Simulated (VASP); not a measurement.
Band structure of K2Pt (space group Fm-3m). All values below come from PBEsol GGA, VASP's PBE PAW potentials (set 64) (plane waves; VASP).

Unless said otherwise, spin-orbit coupling is left out, though it shifts the bands of the heavy elements here.

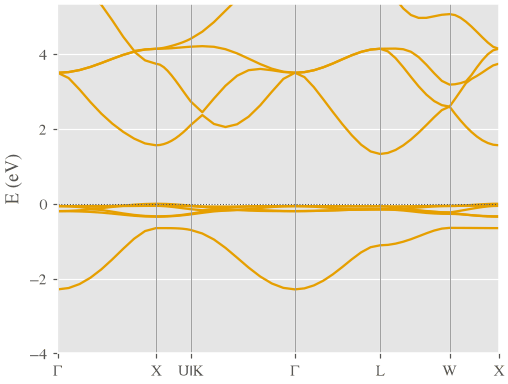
Figure. Bands along high-symmetry lines, zero at the valence-band maximum or, without a gap, the Fermi level

Problem. Read the plot: is there a gap, and where are the band edges?

Solution. The gap is indirect, 1.33 eV, from the valence maximum at X to the conduction minimum at L.

The structure comes from a computed database's K2Pt entry (Fm-3m); how it stands against other phases isn't given here. The cell was not relaxed at this level.
